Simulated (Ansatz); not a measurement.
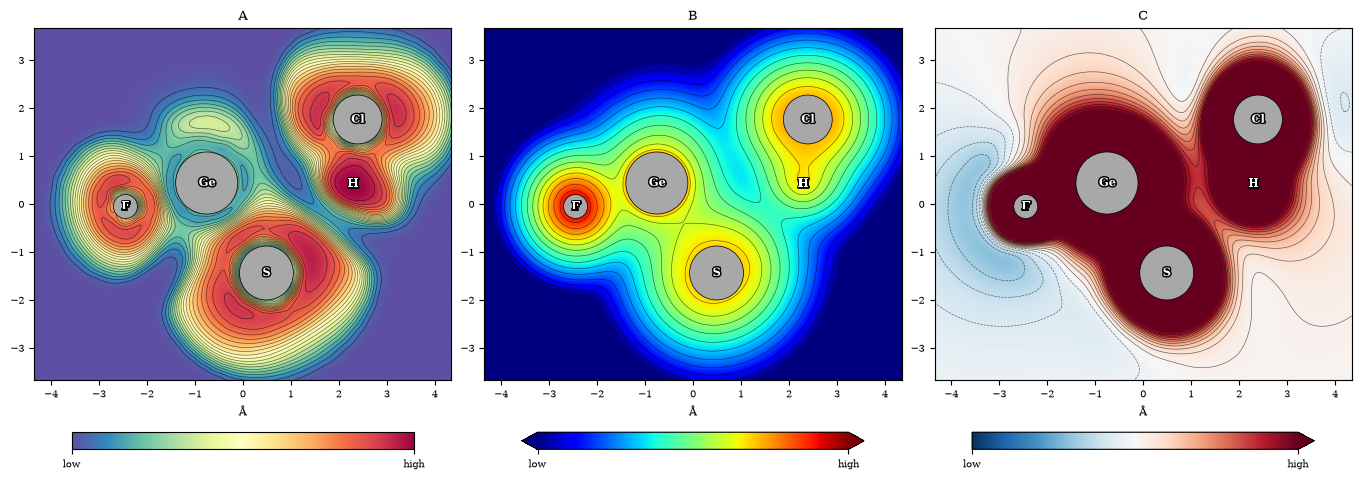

FGeH3S···HCl: 3 fields on the plane of atoms F5, Ge1 and S6, with unlabelled colour scales. Grey discs cover the atomic cores.

Not at a stationary point (largest force 0.8 eV/Å).

All numbers below come from RKS PBE-D4/def2-SVP in Ansatz 0.2.0.

### Which field does each panel show? The fields are: electron density, electron localisation function and electrostatic potential.

Panel A: electron localisation function. Panel B: electron density. Panel C: electrostatic potential (strongly positive close to the atoms, with negative regions outside electron-rich atoms). From the grid: Ge1···Cl2 (3.42 Å): the density falls to about 0.06 e/Å³ on the way; the ELF dips to about 0.05 between them. Ge–F (1.76 Å): the density is about 0.86 e/Å³ at the midpoint; the ELF peaks at about 0.80 in the valence shell of F, 0.6 Å from its nucleus, and is about 0.20 at the midpoint.
